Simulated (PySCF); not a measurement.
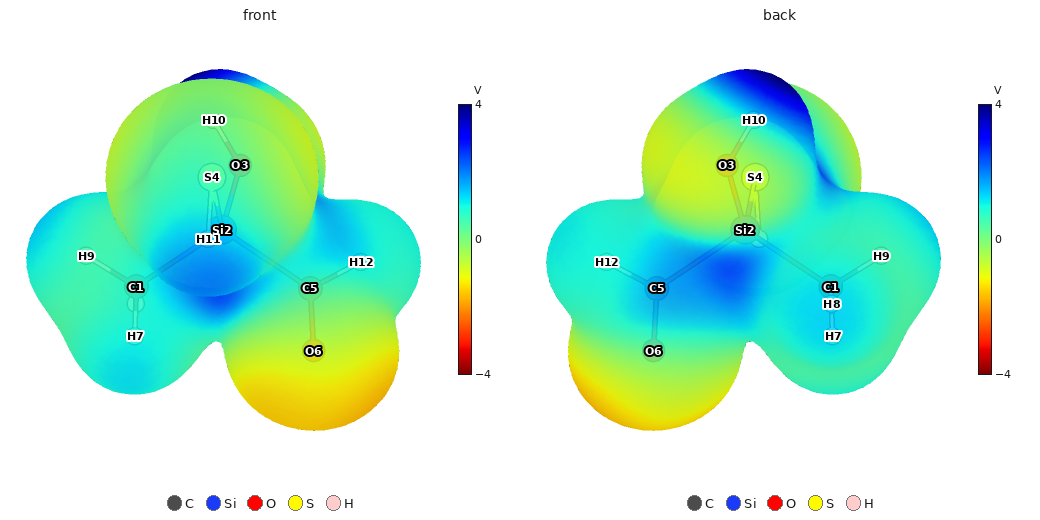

*C2H6O2SSi. The molecular electrostatic potential painted on the density surface at 0.004 e/bohr³, seen from the front and from behind; the colour scale runs from red (negative) to blue (positive).*

Geometry: GFN2-xTB.

Level of theory: PySCF 2.14.0, CAM-B3LYP/def2-SVPD, SCF density, gas phase.

```xyz
12

C     1.4221    0.6028    0.4422
Si   -0.2933   -0.1775    0.2317
O    -0.6252   -1.3878    1.2570
S    -1.8361    1.3261    0.4806
C    -0.5112   -0.9999   -1.4875
O    -0.0692   -0.5412   -2.5091
H     1.6764    1.2266   -0.4097
H     2.1860   -0.1651    0.5236
H     1.4769    1.2240    1.3331
H    -0.8529   -1.2464    2.1731
H    -1.4750    2.0790   -0.5444
H    -1.0973   -1.9410   -1.5166
```

> Which sites attract a positive test charge, and which a negative one?

A positive charge is drawn to the negative regions and a negative charge to the positive ones. The most negative region (about −1.7 V, or −39 kcal/mol for a unit charge) lies over O6, the most positive (about +3.8 V, or +88 kcal/mol for a unit charge) over H10. O6 is the likeliest acceptor of a hydrogen bond.
